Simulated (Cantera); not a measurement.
Feed: 1 mol TiO2, 2.8 mol Al2O3, 0.12 mol O2, held at 0.133 bar.

These are equilibrium values from Cantera (NASA tables, ideal gas, pure condensed phases), not measurements of a reactor. Candidate condensed phases: Al, Al2O3, Ti, TiO, TiO2, Ti2O3, Ti3O5, Ti4O7; 12 gas species. Mutual solubility and eutectic melting of coexisting phases are not modelled. Condensed phases not in the tables: mixed aluminates and titanates, alloys, solid solutions and most ternary compounds. Rates play no part.

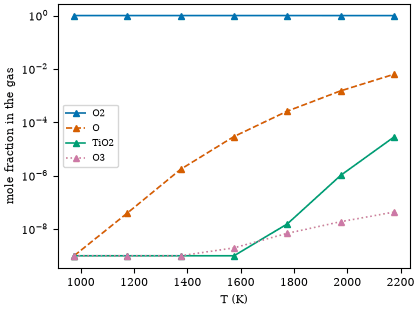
Equilibrium gas composition (values under 1e-9 drawn at 1e-9)

From 975 K to 1975 K the condensed part is Al2O3(s) + TiO2(rutile). At 2175 K the condensed part is Al2O3(s) + TiO2(l).
